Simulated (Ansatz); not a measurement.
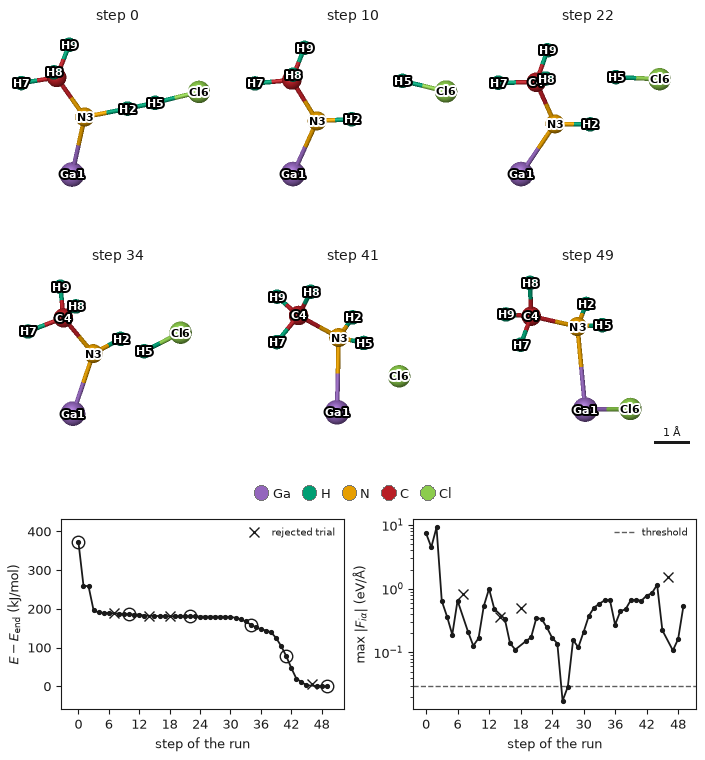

Frames of a relaxation of CH5ClGaN, marked on the history of the run. Style: ball-and-stick. Shown from a free direction.

The run prepares an end point of a later path (reaction) calculation, from a guessed geometry.

All numbers below come from Ansatz, RKS B3LYP-D4/def2-SVPD. Settings: no spin polarisation; force threshold 0.03 eV/Å; at most 50 steps.

Question: Describe the path.

Answer: The relaxation stopped without meeting its thresholds, so the last structure isn't shown to be converged. It used up its limit of 50 steps. Over 45 accepted moves (49 points after the start) the energy falls by 373.2 kJ/mol. Largest force component: 7.5 eV/Å at the start, 0.53 eV/Å at the end. The line search rejected the trial steps at points 7, 14, 18, 46 of the run. The forces were under the threshold at step 26, but the run went on from there. The largest move after the best rigid fit is that of Cl6, 2.50 Å. Largest moves by element: Cl 2.50 Å, H 1.81 Å, Ga 1.32 Å, N 1.10 Å, C 0.19 Å. Some distances before and after: Ga1–Cl6 4.850 → 2.358 Å, H5–Cl6 1.389 → 2.671 Å, N3–H5 2.197 → 1.020 Å, H2–H5 0.865 → 1.653 Å. New bonds form, among them: Ga1–Cl6 (4.85 → 2.36 Å), N3–H5 (2.20 → 1.02 Å). Bonds break, among them: H5–Cl6 (1.39 → 2.67 Å). Among the angles between lasting bonds that change: H2–N3–C4 107.0° → 111.2°, N3–C4–H9 112.9° → 109.1°. Cost: 4.1 min on 4 threads of Arm Neoverse N1, with other jobs on the host, peak memory 0.43 GiB. From step 0 to 10: H5 moves most (0.91 Å), energy −187.2 kJ/mol. From step 10 to 22: H and Cl atoms move most (0.66 Å), energy −5.38 kJ/mol. From step 22 to 34: H5 moves most (1.07 Å), energy −20.9 kJ/mol. From step 34 to 41: Cl6 moves most (1.30 Å), energy −81.2 kJ/mol. From step 41 to 49: Cl6 moves most (0.96 Å), energy −78.4 kJ/mol.
